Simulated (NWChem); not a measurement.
**AlHO2 (SMILES [O]=[Al][OH]): S12g/jorge-DZP-DKH (ZORA, COSMO-KS water)**

What is the vertical singlet–triplet gap of AlHO2 at S12g/jorge-DZP-DKH (ZORA, COSMO-KS water)? 

The results are computed with NWChem 7.3.0.

1 further run of the same task is left out (set aside as unsound or not needed).

### Step 1. The molecule

AlHO2: 4 atoms, total charge 0, spin state singlet. SMILES: `[O]=[Al][OH]`. Geometry: a GFN2-xTB relaxation, a rough one for these elements and not checked as a minimum.

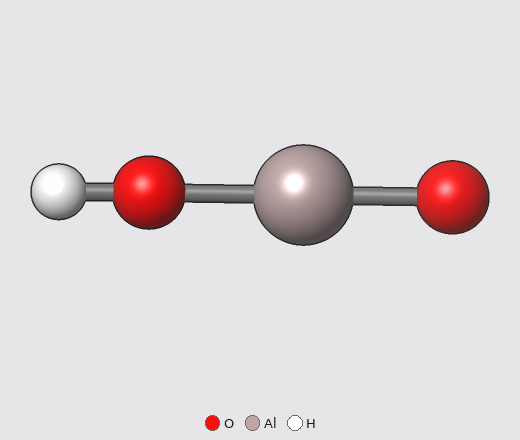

The structure, seen from a chosen angle (oxygen red, aluminium light grey, hydrogen white).

### Step 2. The energy at S12g/jorge-DZP-DKH (ZORA, COSMO-KS water)

The input, sp.nw:

```
START sp
memory 2200 mb

GEOMETRY units angstroms noautosym nocenter noautoz
  O       -1.605830      -1.403740      -0.651200
  Al      -0.474020      -0.415070      -0.191330
  O        0.698750       0.609040       0.285100
  H        1.381100       1.209770       0.557430
END

BASIS spherical bse
  * library jorge-DZP-DKH
END

RELATIVISTIC
  zora on
END

COSMO
  dielec 78.355
  do_cosmo_ks true
END

DFT
  xc s12g
  mult 1
  grid xfine
  convergence energy 1e-05
  direct
  mulliken
END

TASK dft
```

Command:

```console
$ nwchem sp.nw > sp.out
```

Standard output:

```text
[...]
          Wavefunction type:  closed shell.
          No. of atoms     :     4
          No. of electrons :    30
[...]
          Charge           :     0
          Spin multiplicity:     1
[...]
          AO basis - number of functions:    59
[...]
              XC Information
              --------------
                         S12g Method XC Functional
                        Slater Exchange Functional  1.038 local
                S12g(GGA-part) Exchange Functional  1.000 non-local
            Perdew 1991 LDA Correlation Functional  1.000 local
           PerdewBurkeErnz. Correlation Functional  1.000 non-local
[...]
 d= 0,ls=0.0,diis     1   -394.0496294204 -4.82D+02  5.71D-02  1.68D+01     4.2
[...]
 d= 0,ls=0.0,diis     7   -394.3740390129 -3.10D-06  1.45D-06  2.82D-08    20.2
[...]
         Total DFT energy =     -394.374039012892
      One electron energy =     -718.408593043486
           Coulomb energy =      274.728917934988
    Exchange-Corr. energy =      -36.344711613487
 Nuclear repulsion energy =       87.552357286413
    Dispersion correction =       -0.000299100775
[...]
      Total Density - Mulliken Population Analysis
     ---------------------------------------------
    Atom       Charge   Shell Charges
 -----------   ------   -------------------------------------------------------
    1 O    8     8.90   0.95  1.02  0.85  0.98  3.39  1.70  0.01
    2 Al  13    11.71   0.45  0.85  0.62  0.18  1.89  0.53  0.04  5.61  0.51  0.34  0.34  0.36
    3 O    8     8.53   0.95  1.03  0.81  0.93  3.56  1.25  0.00
    4 H    1     0.86   0.69  0.10  0.07
[...]
```

Wall time 21 s (1 thread of Intel Xeon Platinum 8488C (Sapphire Rapids), shared host); peak memory 0.13 GiB.

### Step 3. The triplet at the same level

The input, test.xyz:

```xyz
4
AlHO2
O     -1.605830    -1.403740    -0.651200
Al    -0.474020    -0.415070    -0.191330
O      0.698750     0.609040     0.285100
H      1.381100     1.209770     0.557430
```

The input, test.nw:

```
start test
title "AlHO2"
memory stack 880 mb heap 220 mb global 1100 mb
charge 0

geometry units angstrom noautosym nocenter noautoz
  load test.xyz
end

basis spherical bse
  * library jorge-DZP-DKH
end

relativistic
  zora on
end

cosmo
  dielec 78.355
  do_cosmo_ks true
end

dft
  xc s12g
  mult 3
  grid xfine
  convergence energy 1e-05
  direct
  iterations 150
  mulliken
  noprint "final vectors analysis"
end

task dft energy
```

Command:

```console
$ nwchem test.nw > test.out
```

Standard output:

```text
[...]
          Wavefunction type:  spin polarized.
          No. of atoms     :     4
          No. of electrons :    30
[...]
          Charge           :     0
          Spin multiplicity:     3
[...]
          AO basis - number of functions:    59
[...]
              XC Information
              --------------
                         S12g Method XC Functional
                        Slater Exchange Functional  1.038 local
                S12g(GGA-part) Exchange Functional  1.000 non-local
            Perdew 1991 LDA Correlation Functional  1.000 local
           PerdewBurkeErnz. Correlation Functional  1.000 non-local
[...]
 d= 0,ls=0.0,diis     1   -394.0702698429 -4.82D+02  1.48D-02  3.96D+00     6.8
[...]
 d= 0,ls=0.5,diis    20   -394.2108498160 -2.54D-07  9.76D-06  5.00D-07    63.0
[...]
         Total DFT energy =     -394.210850069188
      One electron energy =     -717.951313544788
           Coulomb energy =      273.876410731317
    Exchange-Corr. energy =      -36.279007516427
 Nuclear repulsion energy =       87.552357286414
    Dispersion correction =       -0.000299100775
[...]
      Total Density - Mulliken Population Analysis
     ---------------------------------------------
    Atom       Charge   Shell Charges
 -----------   ------   -------------------------------------------------------
    1 O    8     8.42   0.95  1.02  0.90  0.99  3.29  1.26  0.00
    2 Al  13    12.20   0.45  0.85  0.62  0.18  1.89  0.55  0.71  5.61  0.49  0.29  0.20  0.36
    3 O    8     8.46   0.95  1.02  0.83  0.92  3.51  1.22  0.00
    4 H    1     0.92   0.70  0.15  0.07
[...]
      <S2> =      2.0022 (Exact =     2.0000)
[...]
```

Wall time 65 s (1 thread of Intel Xeon Platinum 8488C (Sapphire Rapids), shared host); peak memory 0.13 GiB.

### Step 4. Outcome

At S12g/jorge-DZP-DKH (ZORA, COSMO-KS water):

```
                                        quantity          value
                           singlet: total energy  -394.37404 Eh
                          singlet: dipole moment         7.23 D
                            singlet: HOMO energy       -5.38 eV
                            singlet: LUMO energy       -1.05 eV
                          singlet: HOMO–LUMO gap        4.33 eV
                      singlet: dispersion energy   -0.79 kJ/mol
             singlet: solvent term in the energy  -249.8 kJ/mol
                           triplet: total energy  -394.21085 Eh
                          triplet: dipole moment         2.40 D
     triplet: HOMO energy (highest over α and β)       -2.54 eV
                      triplet: dispersion energy   -0.79 kJ/mol
             triplet: solvent term in the energy  -140.3 kJ/mol
                                   triplet: ⟨S²⟩          2.002
vertical energy of the triplet above the singlet       4.441 eV
```

What this shows: At this shape the triplet lies 4.44 eV (428 kJ/mol) above the singlet. Mulliken charges (singlet) run from -0.90 on O1 to +1.29 on Al2. Mulliken charges (triplet) run from -0.46 on O3 to +0.80 on Al2.
